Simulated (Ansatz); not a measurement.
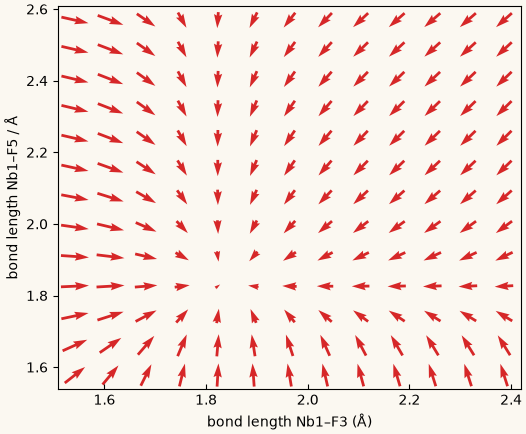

NbSeF3. 
- First axis: bond length Nb1–F3. Second axis: bond length Nb1–F5.
- Nothing is relaxed (all other coordinates rigid).
- The scan uses a 13 × 13 grid.
- Points are written as (first, second).
- Theory: Ansatz, RHF/def2-TZVP.

Drawn: arrows along the force (downhill), their lengths compressed.

### The arrows alone are given. Where is the energy lowest?

The arrows converge at about (1.835 Å, 1.835 Å) (read from the interpolated surface).

The energy map of the same scan:

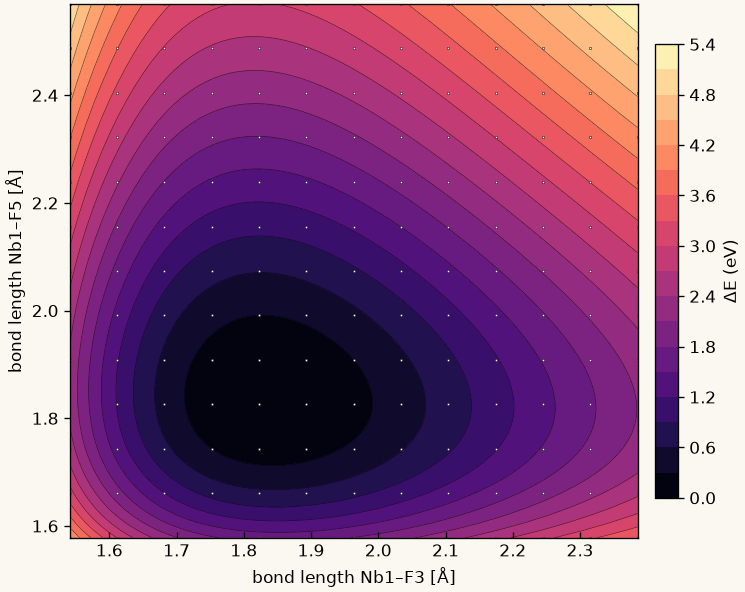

Energies are in eV, from the relaxed molecule at the same level; between grid points the surface is interpolated.
